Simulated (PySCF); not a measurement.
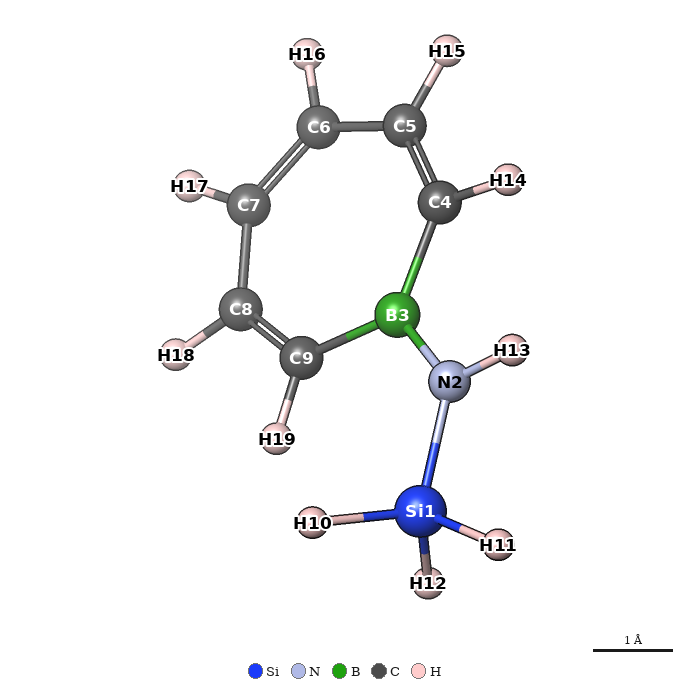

Orthographic view. Distant atoms are faded towards the background colour. The computed structure is the end point of a PBE0-D3(BJ)/def2-SVP optimisation. No frequency run is at hand to confirm it as a minimum.

Write a MOL file (V2000) with the atoms in numerical order, bonds sorted by atom number with the orders drawn, and coordinates in the frame of the picture: x right, y up, z towards the viewer, origin at the mean position.

```
C6H10BNSi
                    3D

 19 19  0  0  0  0  0  0  0  0999 V2000
    0.7500   -2.6300    1.8100 Si  0  0  0  0  0  4  0  0  0  0  0  0
    1.1200   -0.9700    1.3900 N   0  0  0  0  0  0  0  0  0  0  0  0
    0.4500   -0.1200    0.4500 B   0  0  0  0  0  0  0  0  0  0  0  0
    0.9900    1.3100    0.2500 C   0  0  0  0  0  0  0  0  0  0  0  0
    0.5500    2.2900   -0.5900 C   0  0  0  0  0  0  0  0  0  0  0  0
   -0.5500    2.2700   -1.5100 C   0  0  0  0  0  0  0  0  0  0  0  0
   -1.4400    1.2700   -1.7900 C   0  0  0  0  0  0  0  0  0  0  0  0
   -1.5500   -0.0500   -1.2600 C   0  0  0  0  0  0  0  0  0  0  0  0
   -0.7700   -0.6700   -0.3200 C   0  0  0  0  0  0  0  0  0  0  0  0
   -0.6300   -2.7700    2.3700 H   0  0  0  0  0  0  0  0  0  0  0  0
    1.7400   -3.0500    2.8400 H   0  0  0  0  0  0  0  0  0  0  0  0
    0.8400   -3.5500    0.6300 H   0  0  0  0  0  0  0  0  0  0  0  0
    1.9200   -0.5700    1.8700 H   0  0  0  0  0  0  0  0  0  0  0  0
    1.8700    1.6000    0.8500 H   0  0  0  0  0  0  0  0  0  0  0  0
    1.0900    3.2500   -0.5800 H   0  0  0  0  0  0  0  0  0  0  0  0
   -0.7000    3.2000   -2.0600 H   0  0  0  0  0  0  0  0  0  0  0  0
   -2.2000    1.5200   -2.5400 H   0  0  0  0  0  0  0  0  0  0  0  0
   -2.3800   -0.6300   -1.6900 H   0  0  0  0  0  0  0  0  0  0  0  0
   -1.0900   -1.7000   -0.1100 H   0  0  0  0  0  0  0  0  0  0  0  0
  1  2  1  0
  1 10  1  0
  1 11  1  0
  1 12  1  0
  2  3  1  0
  2 13  1  0
  3  4  1  0
  3  9  1  0
  4  5  2  0
  4 14  1  0
  5  6  1  0
  5 15  1  0
  6  7  2  0
  6 16  1  0
  7  8  1  0
  7 17  1  0
  8  9  2  0
  8 18  1  0
  9 19  1  0
M  END
```
